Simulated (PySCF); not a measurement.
C6H14OSSi

Input

```
{"job": {"xc": "WP04", "basis": "6-31G*", "kind": "nmr", "pop": true}, "charge": 0, "multiplicity": 1}
C     -2.968691     1.653031     0.499681
O     -1.707694     1.194213     0.910086
C     -0.989995     0.486728    -0.078587
C     -1.569516    -0.902597    -0.391917
Si    -0.113819    -1.898433    -1.106310
C      1.182642    -0.598635    -0.555398
S      2.650280    -1.390431     0.178390
C      3.712909     0.063392     0.430653
C      0.441793     0.298819     0.427447
H     -2.892624     2.258269    -0.413116
H     -3.349365     2.270274     1.311535
H     -3.665743     0.827125     0.317722
H     -0.969041     1.082306    -1.008753
H     -2.426685    -0.830770    -1.058353
H     -1.921829    -1.341112     0.542597
H      0.079435    -3.192796    -0.460602
H     -0.140764    -2.018857    -2.566553
H      1.548498    -0.016243    -1.404211
H      3.825613     0.594581    -0.510700
H      3.280854     0.709591     1.189011
H      4.675202    -0.309014     0.765744
H      0.391165    -0.182868     1.405744
H      0.922624     1.270411     0.552972
```

Run with:

```sh
OMP_NUM_THREADS=1 python ens_run.py task.json out
```

Geometry: GFN2-xTB.

Theory: PySCF, WP04/6-31G*, SCF density, gas phase, non-relativistic.

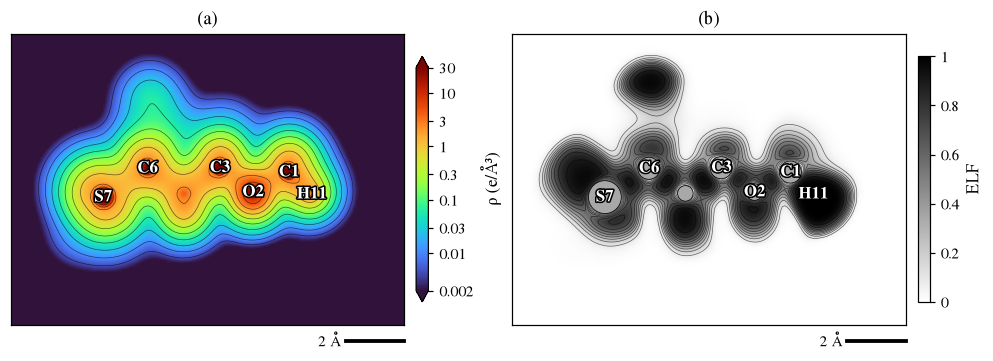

Figure 1. (a) total electron density; (b) ELF on the plane of atoms C1, O2 and C3. Grey discs cover the atomic cores in the ELF map.

Question: Read the bonding off the picture.

Answer: Atoms in the plane: C, O, S and H. C–O (1.40 Å): ρ is about 2.1 e/Å³ halfway, with its minimum of 1.8 e/Å³ about 0.5 Å from C; the ELF peaks at about 0.90 between the atoms; a polar covalent bond. C–S (1.82 Å): the density is about 1.2 e/Å³ at the midpoint; the ELF peaks at about 0.90 between the atoms: a shared electron pair. C–H (1.09 Å): the density is about 2.1 e/Å³ at the midpoint; the ELF climbs to about 1 towards the hydrogen, as it does in any bond to H (an ordinary covalent bond to hydrogen). The ELF also peaks beside O2 and S7, away from the bonds: lone-pair regions.

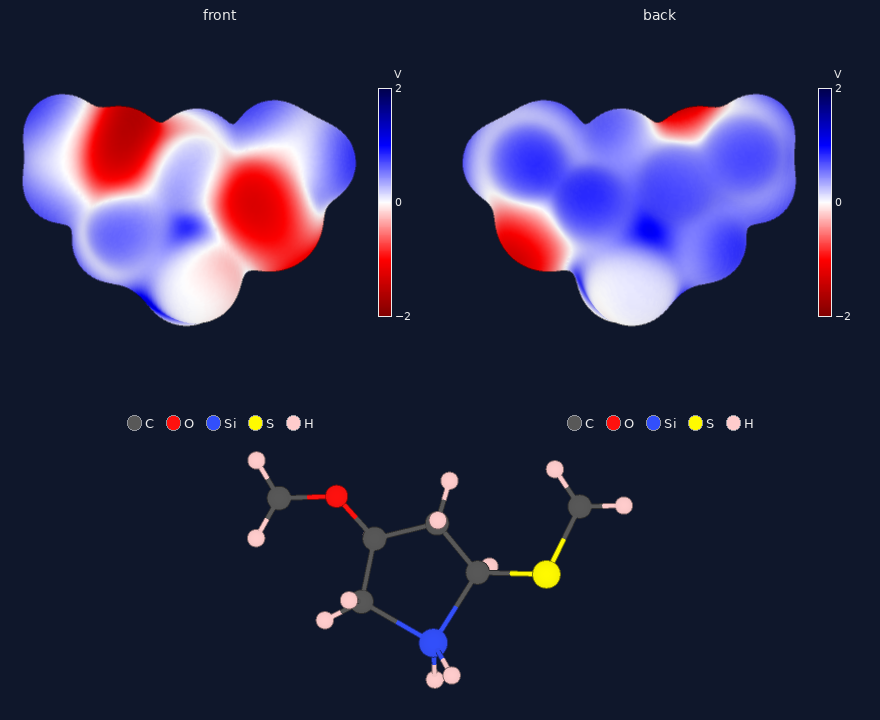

Figure 2. The electrostatic potential painted on the density surface at 0.002 e/bohr³, seen from the front and from behind; the colour scale runs from red (negative) to blue (positive). The bare structure is drawn below in the same view.

Question: Describe the electrostatic potential map.

Answer: The most negative region (about −1.5 V) lies over O2, the most positive (about +1.1 V) over Si5. O2 is the likeliest acceptor of a hydrogen bond.
